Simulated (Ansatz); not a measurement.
# r2SCAN/def2-SVPD run of BH2ClO (SMILES OBCl)

What is the vertical singlet–triplet gap of BH2ClO at r2SCAN/def2-SVPD? 

The calculation is run with Ansatz 0.2.0.

64 further runs of the same task are left out: 64 set aside as unsound or not needed.

### Step 1. The system as given

The species is BH2ClO (5 atoms), meant as a singlet with charge 0. SMILES: `OBCl`. Geometry: relaxed at PBE0-D4/def2-TZVP. This is one conformer, not always the lowest.

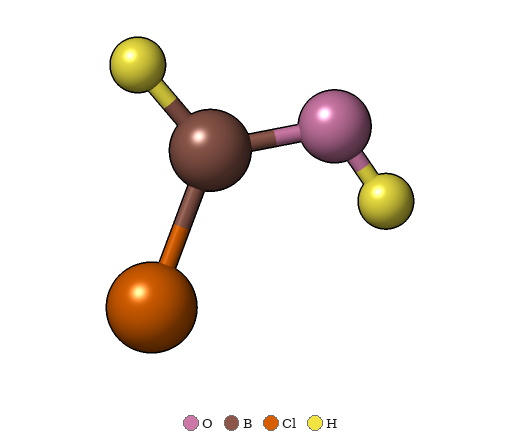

Viewed from a chosen angle; oxygen pink, boron brown, chlorine orange, hydrogen yellow.

### Step 2. A single-point energy at r2SCAN/def2-SVPD

The input, job.yaml:

```yaml
crystal:
  periodic: [false, false, false]
  atoms:
    - symbol: O
      position_ang: [-0.863300, -0.618600, -0.002900]
    - symbol: B
      position_ang: [0.379000, -0.137200, 0.137900]
    - symbol: Cl
      position_ang: [0.788600, 1.496000, -0.395300]
    - symbol: H
      position_ang: [-1.477700, 0.001200, -0.409700]
    - symbol: H
      position_ang: [1.223300, -0.815100, 0.628600]
basis:
  gaussian: {orbitals: def2-SVPD}
hamiltonian: {xc: {name: r2SCAN}}
accuracy: high
output: {orbitals: {seedname: orbitals}}
```

The run is started by

```
$ ansatz run job.yaml --threads 1 --pin off --max-ram 3480MiB --events-out events.jsonl --progress --plain --runs-dir runs
```

The log of the run:

```text
Warning: RAYON_NUM_THREADS=1 ignored (pool sized by the plan → 1); use --threads N
Functional definition: r2SCAN
  name "r2SCAN"
  parameter k0 = 0.174
  parameter k1 = 0.065
  parameter a1 = 4.9479
  exchange = r2scan_x(k0 = k0, k1 = k1, a1 = a1)
  correlation = r2scan_c
1663 factors; integrals over basis functions are off by at most 3.7e-9 eV
mean field evaluation 1: about -15268.5738 eV, gradient 5.0e1 eV
mean field evaluation 2: about -15253.1670 eV, gradient 1.0e2 eV
mean field evaluation 4: about -15273.0294 eV, gradient 3.7e0 eV
mean field evaluation 8: about -15273.0661 eV, gradient 4.7e-2 eV
mean field evaluation 16: about -15273.0661 eV, gradient 1.4e-6 eV
mean field -15273.06606700 eV, -561.2748255063 hartree, gradient 6.9e-8 eV, S^2 0.000000; 0 other end points of the search recorded, 0 dependent functions left out
reference -15273.06606804 eV, -561.2748255444 hartree; 16, 16 occupied and 70, 70 virtual orbitals, 1663 factors
Total energy: -15273.06606804 eV, -561.2748255444 hartree
```

Run time: 7.5 s. Hardware: 1 thread of Arm Neoverse V2, shared host; peak memory 0.23 GiB.

### Step 3. The triplet at the same level

The input, run.yaml:

```yaml
crystal:
  periodic: [false, false, false]
  atoms:
    - {symbol: O, position_ang: [-0.863300, -0.618600, -0.002900]}
    - {symbol: B, position_ang: [0.379000, -0.137200, 0.137900]}
    - {symbol: Cl, position_ang: [0.788600, 1.496000, -0.395300]}
    - {symbol: H, position_ang: [-1.477700, 0.001200, -0.409700]}
    - {symbol: H, position_ang: [1.223300, -0.815100, 0.628600]}
basis:
  gaussian: {orbitals: def2-SVPD}
hamiltonian: {xc: r2scan}
output: {orbitals: {seedname: orbitals}}
accuracy: high
magnetization: {spin_polarized: true, initial_magnetization: 2}
```

The run is started by

```
$ ansatz run run.yaml --threads 1 --pin off --max-ram 3480MiB --events-out events.jsonl --progress --plain --runs-dir runs
```

The log of the run (excerpt; [...] marks lines left out):

```text
Warning: RAYON_NUM_THREADS=1 ignored (pool sized by the plan → 1); use --threads N
[... 7 set-up lines as earlier in the session ...]
1663 factors; integrals over basis functions are off by at most 3.7e-9 eV
mean field evaluation 1: about -15257.5059 eV, gradient 4.4e1 eV
mean field evaluation 2: about -15193.0760 eV, gradient 1.2e2 eV
mean field evaluation 4: about -15263.6733 eV, gradient 2.0e1 eV
mean field evaluation 8: about -15266.4388 eV, gradient 2.8e0 eV
mean field evaluation 16: about -15266.5006 eV, gradient 2.2e-1 eV
mean field evaluation 32: about -15266.4737 eV, gradient 4.8e-1 eV
mean field evaluation 64: about -15266.4754 eV, gradient 7.7e-2 eV
mean field -15266.50235011 eV, -561.0336133597 hartree, gradient 5.8e-8 eV, S^2 2.006268; 8 other end points of the search recorded, 0 dependent functions left out
reference -15266.50236045 eV, -561.0336137397 hartree; 17, 15 occupied and 69, 71 virtual orbitals, 1663 factors
Total energy: -15266.50236045 eV, -561.0336137397 hartree
```

It took 36 s on 1 thread of Arm Neoverse V2, shared host; peak memory 0.37 GiB.

### Step 4. What came out

At r2SCAN/def2-SVPD:

| quantity | value |
| --- | --- |
| singlet: total energy | -561.27483 Eh |
| singlet: HOMO energy | -8.16 eV |
| singlet: LUMO energy | -1.12 eV |
| singlet: HOMO–LUMO gap | 7.04 eV |
| triplet: total energy | -561.03361 Eh |
| triplet: HOMO energy (highest over α and β) | -2.23 eV |
| triplet: ⟨S²⟩ | 2.006 |
| vertical energy of the triplet above the singlet | 6.564 eV |

What this shows: At this shape the triplet lies 6.56 eV (633 kJ/mol) above the singlet.
